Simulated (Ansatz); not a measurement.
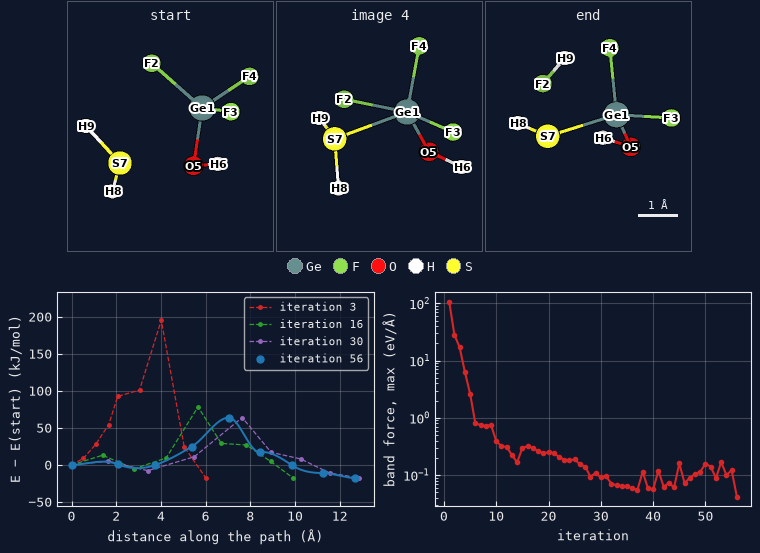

A search for the minimum-energy path of GeH₃SOF₃, made up at the start of GeHOF₃ and H2S by the nudged elastic band. Images are numbered from 0 (start) to 8 (end). The plot follows the band through its iterations. Style: ball-and-stick. Shown from a free direction.

Level of theory: Ansatz, RKS PBE-D4/def2-SVP. Settings: 7 movable images; climbing image; force threshold 0.05 eV/Å; iteration limit 60; spring constant 0.1 eV/Å²; starting path through a guess of the saddle point.

How did the profile develop, and is the result final?

The run is converged, with reservations. The band converged in 56 iterations. The largest component of the band force went from 110 to 0.042 eV/Å. The climbing image converged on the top of the path. Its curvatures weren't checked. The spring constant is far from the usual few eV/Å², which spoils the spacing or the steps. The first iteration put the highest image at 1724.7 kJ/mol. The highest point, image 4, lies 63.9 kJ/mol above the start and 81.4 kJ/mol above the end; the end is at −17.5 kJ/mol relative to the start.

Limits of the set-up: the start holds two separate molecules, 2.5 Å apart at their closest, whose relative position is a soft coordinate.
